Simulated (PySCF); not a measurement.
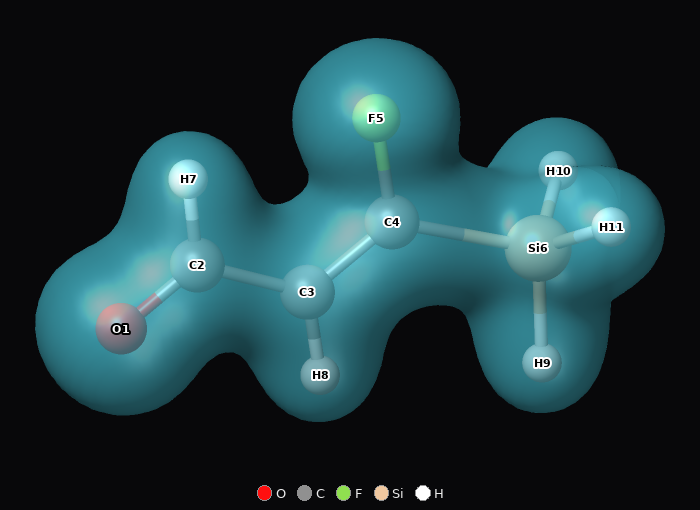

Figure 1: C3H5FOSi. Isosurface of the total electron density at 0.2 e/Å³ (cyan), seen at a tilt.

Geometry: GFN2-xTB.

All numbers below come from PBE0/pcSseg-1, SCF density, gas phase, non-relativistic in PySCF 2.14.0.

Input

```
{"job": {"kind": "nmr", "xc": "PBE0", "basis": "pcSseg-1"}, "charge": 0, "multiplicity": 1}
O      3.196366     0.369962    -0.744697
C      2.268507    -0.048312    -0.099245
C      0.865749     0.237032    -0.391450
C     -0.167218    -0.224772     0.320957
F      0.082153    -1.011357     1.389157
Si    -2.024355     0.080739     0.032679
H      2.427234    -0.695098     0.782849
H      0.663533     0.865867    -1.244714
H     -2.131312     0.936236    -1.144576
H     -2.638447    -1.229924    -0.168420
H     -2.536786     0.722298     1.241497
```

Command:

```sh
OMP_NUM_THREADS=1 python probes_run.py task.json out
```

What does this surface tell about the bonding?

Answer. At this value the surface is in one piece. It bridges the sampled C–O (1.21 Å), C–C (1.34 Å), C–F (1.35 Å) and C–Si (1.90 Å) contacts, where the density stays above the isovalue. On the grid the lowest density along these lines, outside the cores, is 2.9 e/Å³ (C–O, 1.21 Å), 2.3 e/Å³ (C–C, 1.34 Å), 1.7 e/Å³ (C–F, 1.35 Å) and 0.75 e/Å³ (C–Si, 1.90 Å).
